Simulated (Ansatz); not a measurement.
**C$_{3}$H$_{7}$FGe: density, localisation and related maps**

Input

```
crystal:
  periodic: [false, false, false]
  atoms:
    - {symbol: C, position_ang: [-0.752238, 0.083098, 1.096622]}
    - {symbol: C, position_ang: [0.057126, -0.613769, 0.008197]}
    - {symbol: C, position_ang: [1.237047, 0.235101, -0.453426]}
    - {symbol: Ge, position_ang: [-1.124226, -1.032131, -1.553597]}
    - {symbol: F, position_ang: [-1.532678, 0.653993, -1.901753]}
    - {symbol: H, position_ang: [-1.164254, 1.027526, 0.731592]}
    - {symbol: H, position_ang: [-0.124446, 0.310039, 1.965709]}
    - {symbol: H, position_ang: [-1.586645, -0.528024, 1.456146]}
    - {symbol: H, position_ang: [0.426424, -1.575112, 0.387561]}
    - {symbol: H, position_ang: [1.905433, 0.463707, 0.384381]}
    - {symbol: H, position_ang: [1.841754, -0.265236, -1.217005]}
    - {symbol: H, position_ang: [0.893803, 1.185509, -0.870424]}
basis:
  gaussian: {orbitals: def2-TZVPP}
hamiltonian: {xc: pbe0, dispersion: d4}
output: {orbitals: {seedname: orbitals}}
```

Run with:

```sh
ansatz run in.yaml --threads 4 --pin off --events-out ev --progress --plain --max-ram 10444MiB
```

Geometry: PBE0-D4/def2-TZVP.

Method: Ansatz, RKS PBE0-D4/def2-TZVPP.

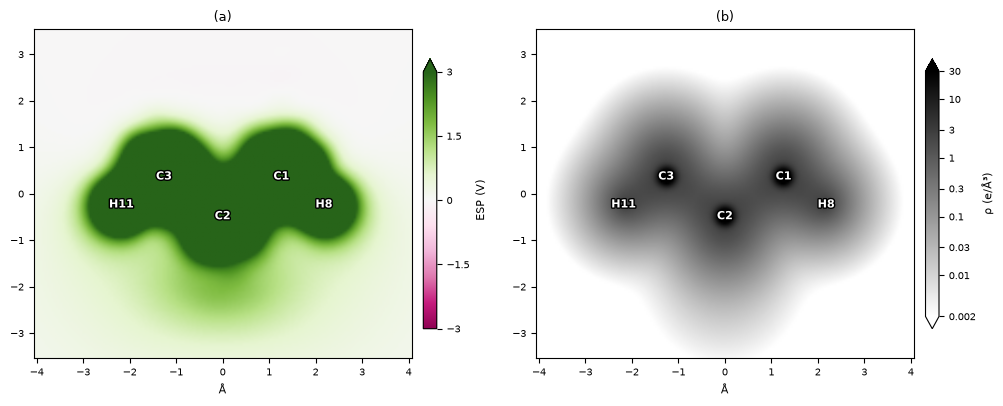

Figure 1. (a) electrostatic potential; (b) total electron density on the plane of atoms C2, C1 and H8.

> Describe what can be read from this map.

The section cuts through C and H sites.
C–C (1.52 Å): ρ at the midpoint is about 1.6 e/Å³.
C–H (1.09 Å): ρ at the midpoint is about 2 e/Å³.
The potential has no marked negative region in this plane.

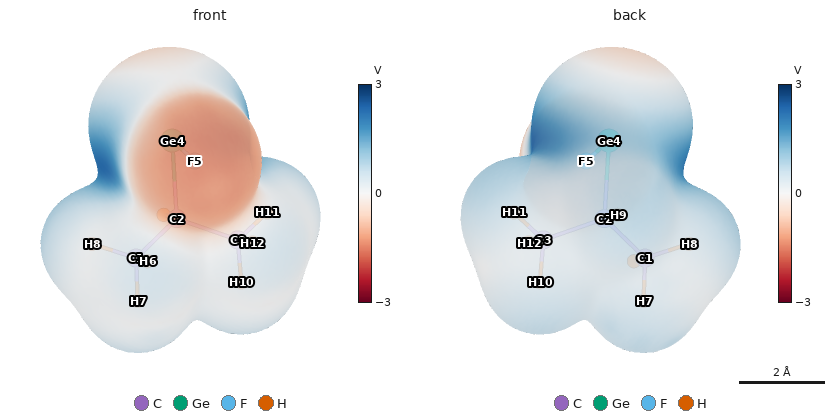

Figure 2. The molecular electrostatic potential painted on the density surface at 0.002 e/bohr³, seen from the front and from behind; red is negative and blue positive.

> Which sites attract a positive test charge, and which a negative one?

A positive charge is drawn to the negative regions and a negative charge to the positive ones. The most negative region (about −1.4 V, or −32 kcal/mol for a unit charge) lies over F5, the most positive (about +2.3 V, or +53 kcal/mol for a unit charge) over Ge4.

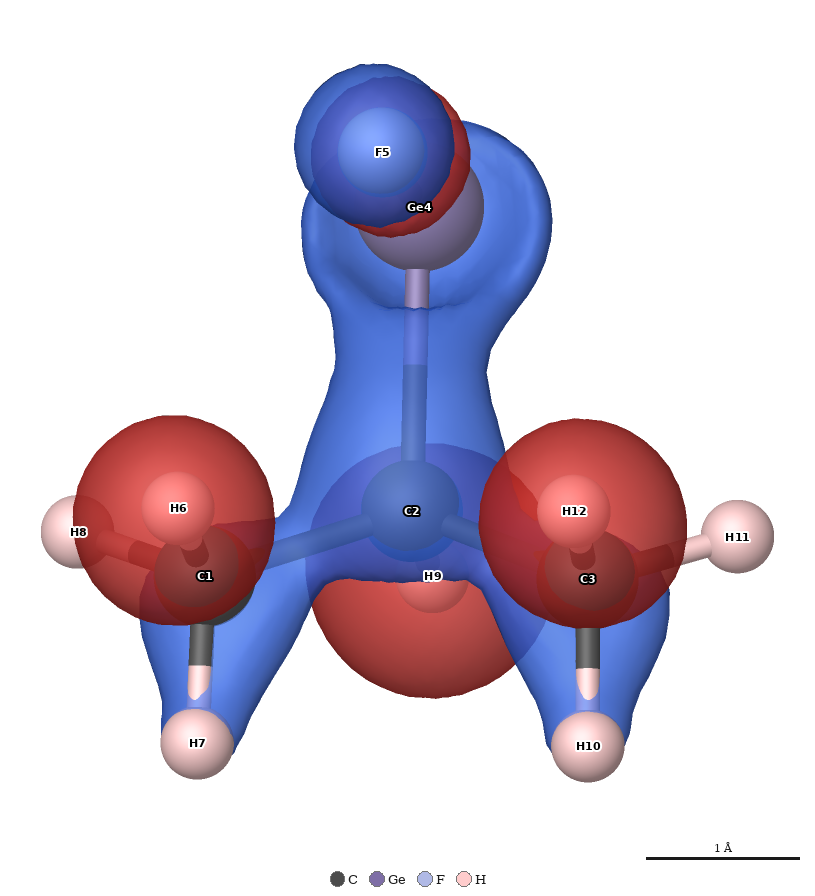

Figure 3. The HOMO−1 at ±0.15 Å⁻³ᐟ² (red and blue are the two phases), seen across its widest extent.

> What is the character of this orbital?

Its weight (Hirshfeld) is mainly on C2 (about 20 %), H9 (about 15 %), Ge4 (about 15 %), C1 (about 10 %), C3 (about 10 %) and F5 (about 10 %). Its energy is −9.39 eV.

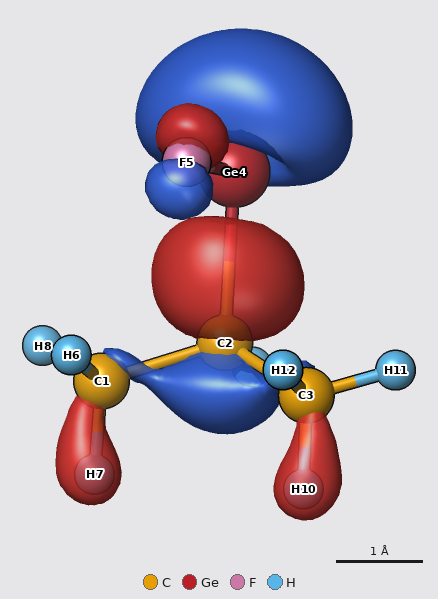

Figure 4. The HOMO at ±0.15 Å⁻³ᐟ² (blue and red are the two phases), seen at a tilt.

> Where does this orbital lie, and at what energy?

Its weight (Hirshfeld) is mainly on Ge4 (about 50 %) and C2 (about 25 %). Its energy is −6.42 eV.
